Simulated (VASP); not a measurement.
Band structure of NaCl (relaxed from the rock salt structure, space group Fm-3m). These are PBEsol GGA, VASP's PBE PAW potentials (set 64) (plane waves; VASP) values and carry that method's errors.

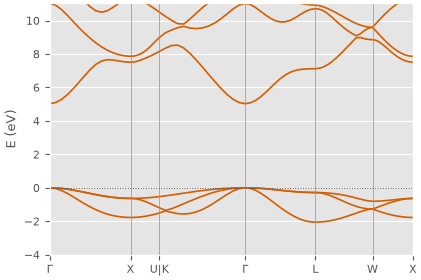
Figure. Bands along high-symmetry lines, zero at the valence-band maximum or, without a gap, the Fermi level

**Question.** Read the plot: is there a gap, and where are the band edges?

**Answer.** The gap is direct, 5.03 eV, from the valence maximum at Γ to the conduction minimum at Γ. (Edges off the drawn lines would not show.)

The structure was generated: NaCl was put into the rock salt type (Fm-3m), which need not be its known phase. It was relaxed first, which changed the volume by -10 %.
